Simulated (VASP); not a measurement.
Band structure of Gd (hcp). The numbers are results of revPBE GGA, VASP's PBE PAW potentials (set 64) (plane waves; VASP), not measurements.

The 4f electrons are frozen in the core of the lanthanide potential, so 4f levels, which can set the real gap, and their magnetism are missing.

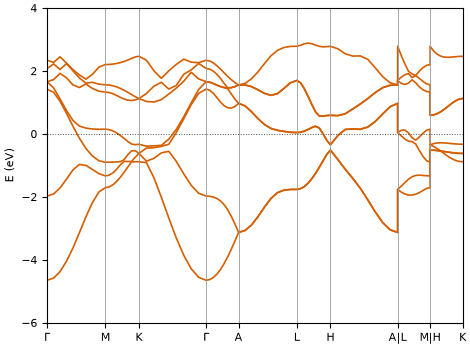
Figure. Bands along high-symmetry lines, zero at the valence-band maximum or, without a gap, the Fermi level

Task: Read the plot: is there a gap, and where are the band edges?

Result: It has no gap at this level: it comes out as a metal or semimetal. (Edges off the drawn lines would not show.)

The compound is Gd in the hcp structure. It was relaxed first.
